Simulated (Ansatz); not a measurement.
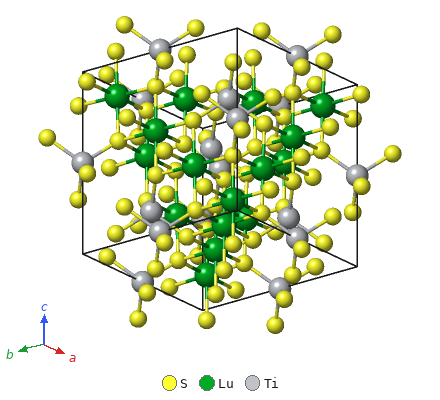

The structure; the drawing may span several cells.

Structure (in its standard cell), the end point of a relaxation with DFT, PAW plane waves, r2scan+U (Ansatz 0.2.0); the starting structure was generated, so it need not be a known form of this composition:

```cif
data_structure
_symmetry_space_group_name_H-M 'Fd-3m:1'
_symmetry_Int_Tables_number 227
_cell_length_a 10.9156
_cell_length_b 10.9156
_cell_length_c 10.9156
_cell_angle_alpha 90.000
_cell_angle_beta 90.000
_cell_angle_gamma 90.000
_cell_volume 1300.58
loop_
_atom_site_label
_atom_site_type_symbol
_atom_site_symmetry_multiplicity
_atom_site_Wyckoff_symbol
_atom_site_fract_x
_atom_site_fract_y
_atom_site_fract_z
_atom_site_occupancy
S1 S 32 e 0.37959 0.37959 0.87959 1
Lu1 Lu 16 c 0.12500 0.62500 0.62500 1
Ti1 Ti 8 b 0.50000 0.00000 0.00000 1
```

**Predict the [111] zone-axis pattern (300 kV, kinematic, B = 0.8 Å²).**

The spots form a hexagonal net with both shortest vectors at d = 3.86 Å, 60.0° apart. They are -2 2 0 and -2 0 2. The pattern has symmetry 6mm. The lattice centring (F) removes all reflections that break h + k = 2n, h + l = 2n.

Strongest reflections with d > 1.19 Å, one of each family (|F|² from tabulated Gaussian fits of the electron scattering factors, times a small damping for the curvature of the Ewald sphere):

```json
{"hkl": "4 0 -4", "d (Å)": "1.930", "I (strongest = 100)": "100"}
{"hkl": "2 0 -2", "d (Å)": "3.859", "I (strongest = 100)": "6"}
{"hkl": "4 -2 -2", "d (Å)": "2.228", "I (strongest = 100)": "2"}
{"hkl": "6 -2 -4", "d (Å)": "1.459", "I (strongest = 100)": "1"}
{"hkl": "6 0 -6", "d (Å)": "1.286", "I (strongest = 100)": "1"}
```

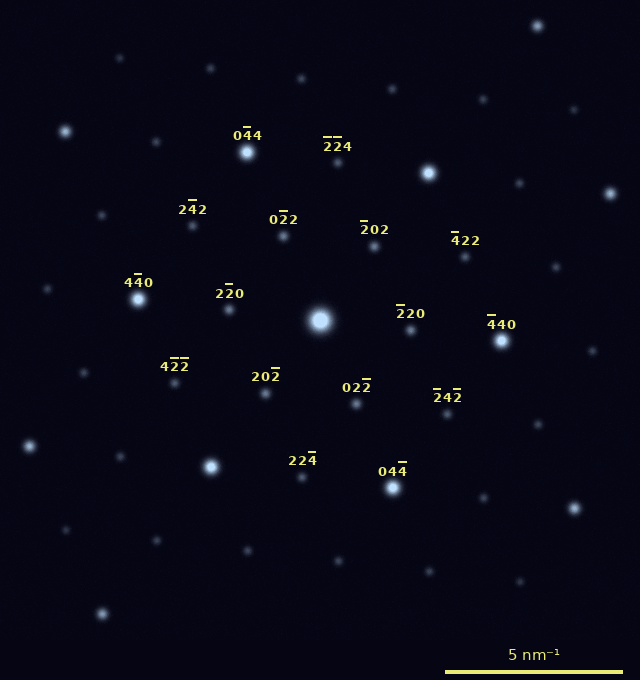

Calculated pattern, seen from the source side with [111] pointing towards the source.
